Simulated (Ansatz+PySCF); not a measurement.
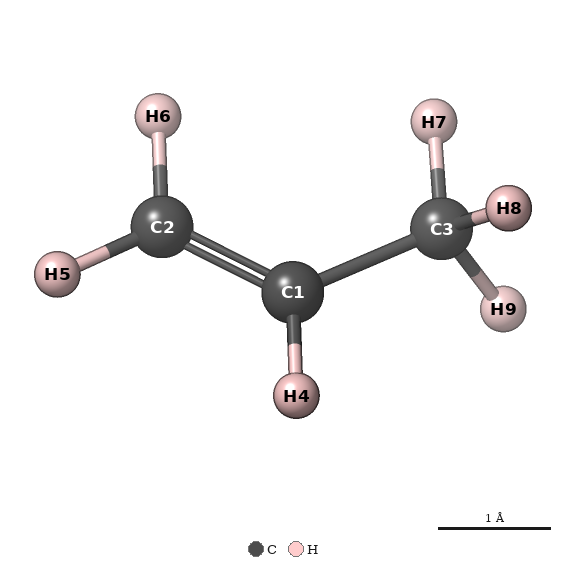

Source: calculation with Ansatz+PySCF.

Orthographic view. Depth is shown by fading: the farther an atom, the more it takes the colour of the background. Geometry: a fixed input geometry, not necessarily a minimum.

List the bonded neighbours of every atom.

C1: C2, C3, H4
C2: C1, H5, H6
C3: C1, H7, H8, H9
H4: C1
H5: C2
H6: C2
H7: C3
H8: C3
H9: C3
